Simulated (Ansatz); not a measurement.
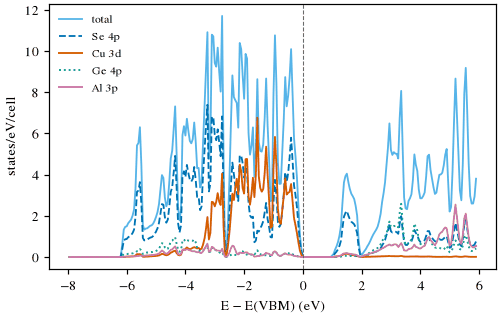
*Total and projected density of states of AlCuGeSe₄ in space group I-4 (No. 82; Al on 2c, Cu on 2a, Ge on 2b, Se on 8g), the program Ansatz at the PBEsol level (PAW)*

Task: Which orbitals carry the states next to the gap?

Result: Top 1 eV of the valence band: Se 4p 49 %, Cu 3d 42 %. Bottom 1 eV of the conduction band: Se 4p 55 %, Ge 4s 25 %, outside the projected shells 5 %. Projections are on Löwdin-orthogonalised atomic valence shells; empty p or d shells of many metals are not among them.

Task: Where is the tallest occupied peak in this window, and what makes it?

Result: Near -2.8 eV, about 12 states/eV per cell; the largest projected share is Se 4p.

The first step of the workflow began from a Materials Project structure, measured or hypothetical; the Crystallography Open Database copy checked does not list it. Whether it is the stable phase at ambient conditions was not checked. The cell was relaxed with PBEsol under the symmetry of its start; its stability against distortions is not shown here. No spin polarisation was allowed. Spin–orbit coupling is left out wherever it is not named.

Potentials: the later of the program's two PAW sets.
